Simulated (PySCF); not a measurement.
# C$_{4}$H$_{5}$NS: what the fields show

Input

```
{"job": {"kind": "uv", "xc": "CAM-B3LYP", "basis": "def2-SVPD", "ip": true}, "charge": 0, "multiplicity": 1}
C     -1.329436    -0.348406     0.583414
C     -0.001668     0.042221     0.018393
C      0.828722    -0.805165    -0.779904
N      1.968372    -0.312184    -1.200426
S      2.123247     1.242446    -0.652321
C      0.624585     1.256559     0.170268
H     -1.240405    -1.231015     1.236157
H     -2.042786    -0.604663    -0.215783
H     -1.767325     0.465727     1.176469
H      0.569886    -1.832884    -1.056754
H      0.266806     2.127383     0.720491
```

Command:

```sh
OMP_NUM_THREADS=1 python probes_run.py task.json out
```

Geometry: PBE0-D3(BJ)/def2-SVP.

Level of theory: CAM-B3LYP/def2-SVPD, SCF density, gas phase (PySCF 2.14.0).

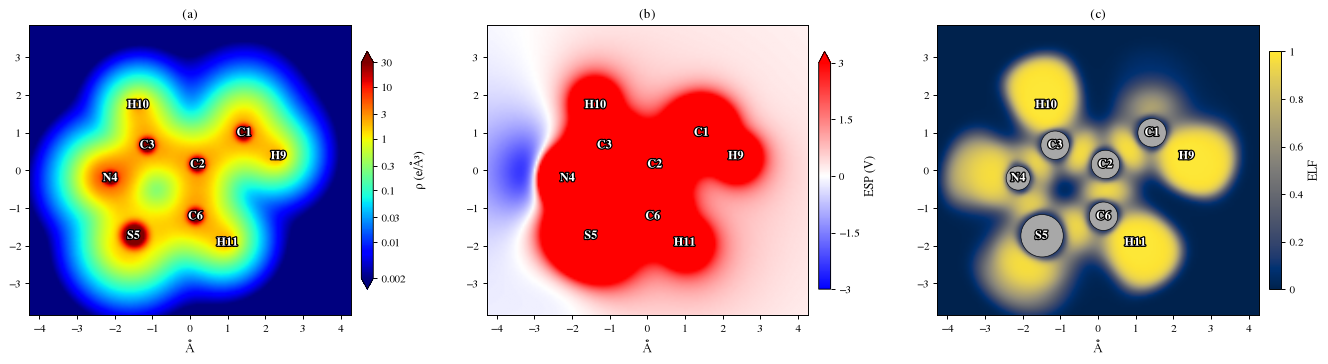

Figure 1. (a) total electron density; (b) molecular electrostatic potential; (c) ELF on the plane of atoms C2, C6 and S5. Grey discs cover the atomic cores in the ELF map.

> What do the fields say about this system?

- The section cuts through C, N, S and H sites.
- C–N (1.31 Å): ρ is about 2.6 e/Å³ halfway; the ELF peaks at about 0.90 between the atoms; a covalent bond.
- C–C (1.37 Å): ρ is about 2.1 e/Å³ halfway; the ELF peaks at about 0.95 between the atoms: localised, covalent bonding.
- S–N (1.66 Å): the density is about 1.6 e/Å³ at the midpoint; the ELF peaks at about 0.90 between the atoms (a covalent bond).
- C–S (1.71 Å): ρ is about 1.5 e/Å³ halfway; the ELF peaks at about 0.95 between the atoms; localised, covalent bonding.
- C–H (1.09 Å): ρ at the midpoint is about 2 e/Å³; the ELF climbs to about 1 towards the hydrogen, as it does in any bond to H: a covalent bond by its length.
- The ELF also peaks beside S5 and N4, away from the bonds: lone-pair regions.
- Outside the dense part of the molecule the potential is most negative (−2.3 V) near N4.

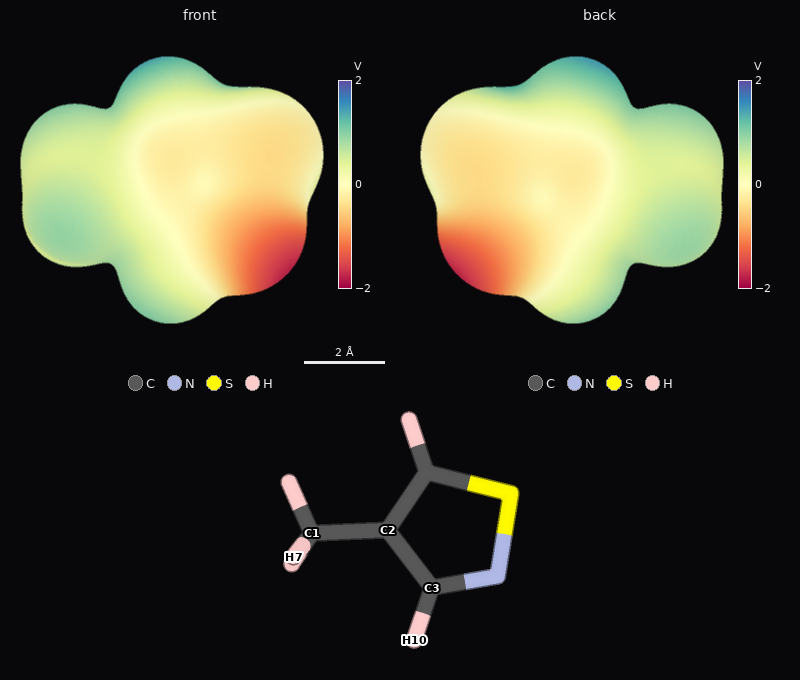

Figure 2. The molecular electrostatic potential painted on the density surface at 0.002 e/bohr³, seen from the front and from behind; the colour scale runs from red (negative) to blue (positive). The bare structure is drawn below in the same view.

> Describe the electrostatic potential map.

The most negative region (about −1.7 V) lies over N4, the most positive (about +1.4 V) over H11. N4 is the likeliest acceptor of a hydrogen bond.

> How polar is the molecule by this calculation?

Its dipole moment is 2.92 D.

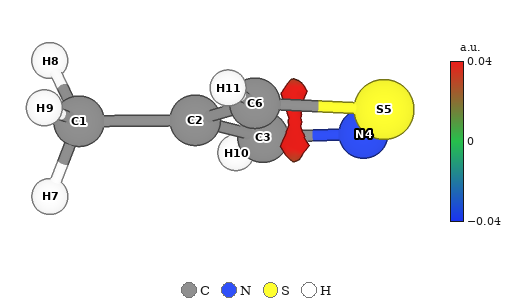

Figure 3. Non-covalent interaction (NCI) plot: the surface where the reduced density gradient is 0.5, for densities under 0.05 a.u., coloured by sign(λ₂)ρ; seen from one side.

> Identify the weak interactions.

Inside the ring or cage of C2, C3, N4, S5 and C6: steric crowding (red).
